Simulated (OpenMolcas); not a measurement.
## Vibrational levels from the curve calculation, with input and output: O₂

System: O₂, multiplicity 3.
Method: CASPT2/ANO-R1, sfX2C (OpenMolcas 26.06).

The geometry comes from this level: PBE0-D4/def2-TZVP.

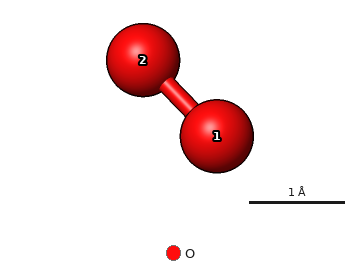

**Figure 1.** The structure as given in the input (ball-and-stick view, seen at an oblique angle; atoms are numbered from 1 in the order of the input).

Key numbers

- outcome: converged
- total energy: −149.924719 hartree
- hardware: 1 thread of AMD EPYC (Zen 3), 128 GiB of memory available, shared host
- peak memory: 0.081 GiB

Input
```
&VIBROT
 RoVibrational
 Atoms = 0 O 0 O
 Potential
 1.80280 -149.90263119
 1.89351 -149.98789172
 1.98421 -150.04562667
 2.07303 -150.08246532
 2.16374 -150.10530978
 2.25444 -150.11725807
 2.34515 -150.12135053
 2.43397 -150.11992484
 2.52467 -150.11457166
 2.63806 -150.10418807
 2.77223 -150.08873662
 2.93097 -149.99208969
 3.26923 -149.95823962
 3.83236 -149.93045070
 4.50889 -149.92437164
 5.41029 -149.92406896
 6.76144 -149.92381355
 Plot=1.80 6.76 0.1
 Grid = 199
 Range = 1.803 6.761
 Vibrations = 3
 Rotations = 0 3
 Orbital = 0
```

Run as:
```bash
export MOLCAS_MEM=1860
pymolcas step4.input > step4.log
```

Log
```
--- Start Module: vibrot ---

                                              &VIBROT

                       available to each process: 1.9 GB of memory, 1 thread

 Vibration-Rotation spectrum for the OO   molecule.

 Rotational quantum number range   0  3
 Electronic angular momentum       0
 Vibrational quantum number range  0  2
 Mass of atom  16 O    29156.945699 au
 Mass of atom  16 O    29156.945699 au
 Reduced mass          14578.472850 au

 Statistics for numerical integration
 Number of steps           199
 Step length               0.006675
 Radial integration range  1.803000  6.761000 au
 logarithmic range         0.589452  1.911171

 Spectroscopic constants will be computed
 Matrix elements of operators will not be computed

 Potential read from input
       R(au)     E(au)
     1.802800 -149.902631
     1.893510 -149.987892
     1.984210 -150.045627
     2.073030 -150.082465
     2.163740 -150.105310
     2.254440 -150.117258
     2.345150 -150.121351
     2.433970 -150.119925
     2.524670 -150.114572
     2.638060 -150.104188
     2.772230 -150.088737
     2.930970 -149.992090
     3.269230 -149.958240
     3.832360 -149.930451
     4.508890 -149.924372
     5.410290 -149.924069
     6.761440 -149.923814
 A plot file of the potential will be generated
 Generating plot file:VIBPLT0

 Scaling parameter for potential:    1.000000

 extremum points
                        R(au)         Value
 Max point         6.238774   -149.923788
 Min point         4.766357   -149.924719
 Max point         4.221220   -149.923498
 Min point         3.317687   -149.958922
 Max point         3.120885   -149.952734
 Min point         2.358553   -150.121411
 Extrapolated value at infinity  -149.923985

 Eigenstates

  Vib. q.n.   Rot. q.n.    Energy
      0           0      0.003256
      1           0      0.009763
      2           0      0.016271
      0           1      0.003268
      1           1      0.009775
      2           1      0.016283
      0           2      0.003293
      1           2      0.009800
      2           2      0.016307
      0           3      0.003329
      1           3      0.009836
      2           3      0.016343

     Rotational constants for vibrational quantum number  0
     B= 1.341948E+00 cm-1     D= 4.685625E-06 cm-1
     Observed and computed term values (cm-1)
       1        2.683877E+00        2.683877E+00        3.965845E-10
       2        8.051518E+00        8.051518E+00       -2.203180E-10
       3        1.610270E+01        1.610270E+01        4.407141E-11

     Rotational constants for vibrational quantum number  1
     B= 1.329734E+00 cm-1     D= 4.368805E-06 cm-1
     Observed and computed term values (cm-1)
       1        2.659450E+00        2.659450E+00       -1.210752E-09
       2        7.978244E+00        7.978244E+00        6.726610E-10
       3        1.595617E+01        1.595617E+01       -1.344844E-10

     Rotational constants for vibrational quantum number  2
     B= 1.307900E+00 cm-1     D= 7.179800E-06 cm-1
     Observed and computed term values (cm-1)
       1        2.615771E+00        2.615771E+00       -1.632703E-08
       2        7.847141E+00        7.847141E+00        9.070581E-09
       3        1.569376E+01        1.569376E+01       -1.814113E-09

     Rotational constants B(nv) and D(nv) in cm-1
       1        1.341948E+00        4.685625E-06
       2        1.329734E+00        4.368805E-06
       3        1.307900E+00        7.179800E-06

     Spectroscopic constants De= 3.540779E-06 cm-1  Betae= 1.247088E-06 cm-1
     Observed and computed D values
       0        4.685625E-06        4.164323E-06        5.213027E-07
       1        4.368805E-06        5.411410E-06       -1.042605E-06
       2        7.179800E-06        6.658498E-06        5.213027E-07

     Spectroscopic constants Be,Alphae and Gammae
     Be= 1.344448E+00 cm-1    Alphae= 2.594822E-03 cm-1    Gammae=-4.809710E-03
     Observed and computed B values
       0        1.341948E+00        1.341948E+00        5.773160E-15
       1        1.329734E+00        1.329734E+00        1.931788E-14
       2        1.307900E+00        1.307900E+00        4.130030E-14

     Vibrational constants we  = 1.429706E+03 cm-1
                           wexe=-1.240882E+00 cm-1
                           weye= 2.985648E-01 cm-1
     Observed and computed band origins
       0        7.145799E+02        7.145799E+02       -2.955858E-12
       1        2.142774E+03        2.142774E+03       -2.041816E-10
       2        3.571174E+03        3.571174E+03       -5.875336E-10

     Spectroscopic constants for O O

     Range of J-values used in fit  0  3
     Range of v-values used in fit  0  2

     Re(a)                 1.2481
     De(ev)                5.3722
     D0(ev)                5.2836
     we(cm-1)        1.429706E+03
     wexe(cm-1)     -1.240882E+00
     weye(cm-1)      2.985648E-01
     Be(cm-1)        1.344448E+00
     Alphae(cm-1)    2.594822E-03
     Gammae(cm-1)   -4.809710E-03
     Dele(cm-1)      3.540779E-06
     Betae(cm-1)     1.247088E-06

     Max deviation in term values is  1.50E-04 cm(-1)

     Term values(observed and computed) in cm(-1)

 J-value         0                     1                     2                     3

 v-value
     0    714.58    714.58      717.26    717.26      722.63    722.63      730.68    730.68
     1   2142.77   2142.77     2145.43   2145.43     2150.75   2150.75     2158.73   2158.73
     2   3571.17   3571.17     3573.79   3573.79     3579.02   3579.02     3586.87   3586.87

     observed G-values in cm(-1)

     v      G(v)     deltaG(v+1/2)
     0     714.58
                       1428.19
     1    2142.77
                       1428.40
     2    3571.17
--- Stop Module: vibrot /rc=_RC_ALL_IS_WELL_ ---

.##################.
.# Happy landing! #.
.##################.

    Timing: Wall=0.05 User=0.02 System=0.02
```
